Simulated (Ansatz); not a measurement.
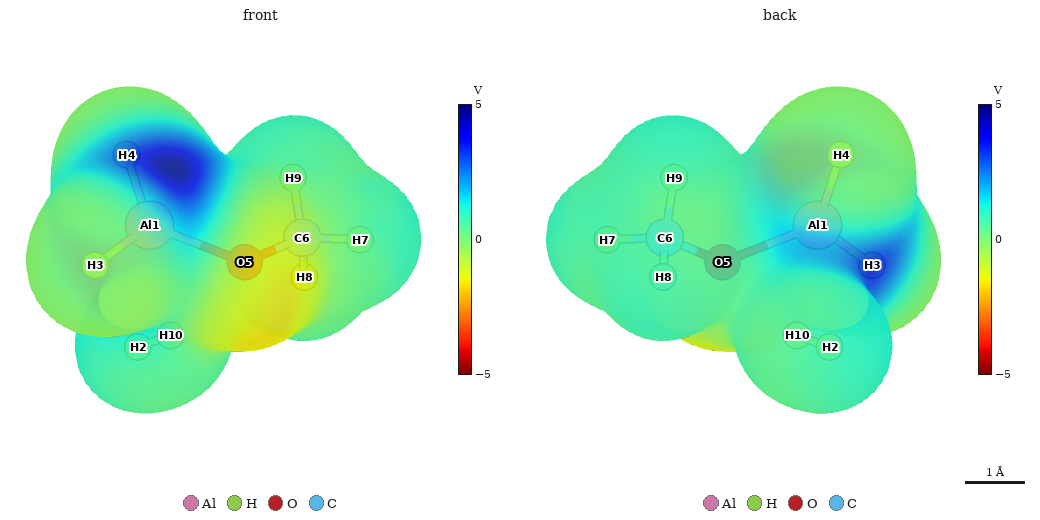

*CH₅AlO···H₂. The molecular electrostatic potential painted on the density surface at 0.004 e/bohr³, seen from the front and from behind; red is negative and blue positive.*

Not at a stationary point (largest force 1.7 eV/Å).

Method: Ansatz 0.2.0, RKS PBE-D4/6-31G*.

| atom | x (Å) | y (Å) | z (Å) |
| --- | --- | --- | --- |
| Al | 0.1999 | -0.3894 | -0.4945 |
| H | -0.3327 | -0.3106 | 2.2140 |
| H | 1.4809 | 0.5484 | -0.3783 |
| H | -1.2375 | 0.0327 | -1.0645 |
| O | 0.4369 | -2.0508 | 0.0309 |
| C | -0.5685 | -3.0505 | 0.0647 |
| H | -0.1207 | -4.0295 | -0.1901 |
| H | -1.0031 | -3.1315 | 1.0832 |
| H | -1.4015 | -2.8593 | -0.6450 |
| H | -0.0879 | -0.8578 | 1.8242 |

Describe the electrostatic potential map.

Answer. The most negative region (about −1.6 V) lies over O5, the most positive (about +4.3 V) over Al1. O5 is the likeliest acceptor of a hydrogen bond.
